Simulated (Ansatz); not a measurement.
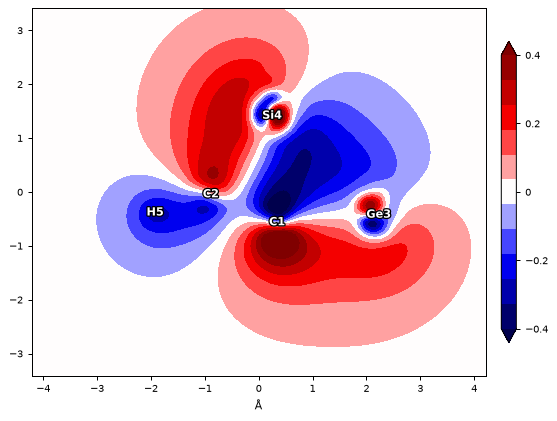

Figure 1: C$_{2}$HGeSi (doublet). The HOMO (β) on the molecular plane (values in Å⁻³ᐟ²; the overall sign is arbitrary).

Geometry: B3LYP-D3(BJ)/def2-SVP.

These are results of Ansatz 0.2.0, isolated molecule in a Gaussian basis; Kohn-Sham density functional theory, functional PBE0, not measurements.

```xyz
5

C    -0.5128    0.9656    0.4169
C     0.2747    0.1558    1.1284
Ge   -1.7842    2.3475    0.2493
Si   -0.5959    1.2057    2.3846
H     0.9942   -0.6459    0.9645
```

Where does this orbital lie, and at what energy?

Answer. By Hirshfeld shares it lies mainly on Si4 (about 35 %), C1 (about 25 %), Ge3 (about 25 %) and C2 (about 10 %); it is symmetric in the molecular plane (an in-plane orbital: σ, lone-pair or in-plane π type). Its energy is −7.06 eV.
